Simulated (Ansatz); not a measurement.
**HNSi2 (charge +1, doublet): density, localisation and related maps**

The calculation's input:

```
crystal:
  periodic: [false, false, false]
  atoms:
    - {symbol: N, position_ang: [-0.237651, 0.636367, 0.638892]}
    - {symbol: Si, position_ang: [-0.431067, -0.072614, 2.087734]}
    - {symbol: Si, position_ang: [-0.058955, 1.464119, -0.759585]}
    - {symbol: H, position_ang: [0.182747, 0.657711, -2.011267]}
basis:
  gaussian:
    orbitals: def2-TZVPD
total_charge: 1
magnetization:
  spin_polarized: true
  initial_magnetization: 1
hamiltonian:
  xc: pbe0
output: {forces: true, orbitals: {seedname: orbitals}}
```

Run with:

```sh
ansatz run input.yaml --threads 1 --pin off --max-ram 2610MiB --events-out events.jsonl --progress --plain --runs-dir runs
```

Geometry: B3LYP/6-31G*.

These are results of isolated molecule in a Gaussian basis; Kohn-Sham density functional theory, functional PBE0 in Ansatz, not measurements.

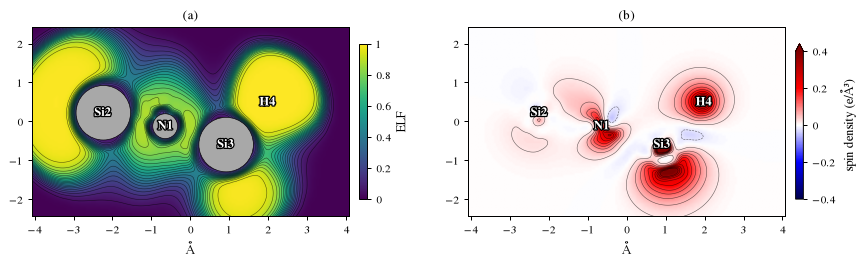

Figure 1. (a) electron localisation function; (b) spin density on the molecular plane. Grey discs cover the atomic cores in the ELF map.

**What do the fields say about this system?**

The section cuts through N, Si and H sites. Si–N (1.62 Å): the ELF peaks at about 0.90 between the atoms (a short, strongly polar bond). Si–H (1.51 Å): the ELF climbs to about 1 towards the hydrogen, as it does in any bond to H. The ELF also peaks beside Si3 and Si2, away from the bonds: non-bonding electrons, paired or unpaired. The unpaired spin (1 electron) lies mostly on Si3 (about 0.7), H4 (about 0.2) and N1 (about 0.1), in electrons by Hirshfeld's partition.

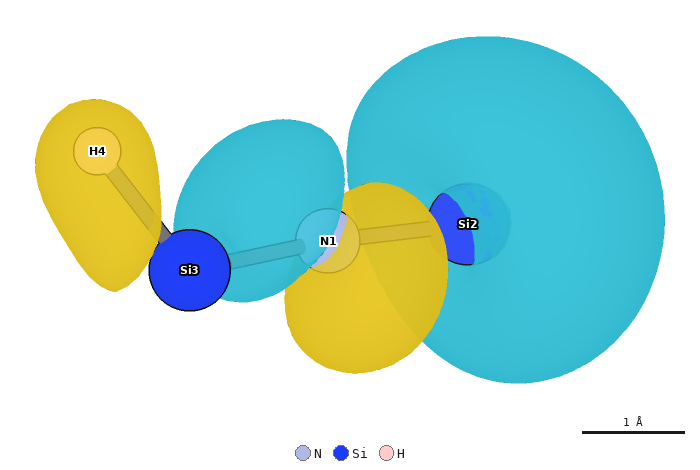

Figure 2. The HOMO−1 (α) at ±0.08 Å⁻³ᐟ² (yellow and cyan are the two phases), seen at a tilt.

**What is the character of this orbital?**

By Hirshfeld shares it lies mainly on Si2 (about 70 %) and N1 (about 20 %); it is symmetric in the molecular plane (an in-plane orbital: σ, lone-pair or in-plane π type). Its energy is −14.30 eV.

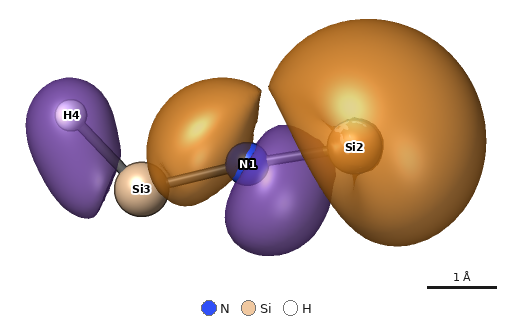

Figure 3. One frontier orbital at ±0.08 Å⁻³ᐟ² (orange and purple are the two phases), seen at a tilt.

**Which orbital is it: HOMO (β) or LUMO (β)?**

The HOMO (β), at −14.20 eV. By Hirshfeld shares it lies mainly on Si2 (about 65 %), N1 (about 25 %) and Si3 (about 5 %); it is symmetric in the molecular plane (an in-plane orbital: σ, lone-pair or in-plane π type).
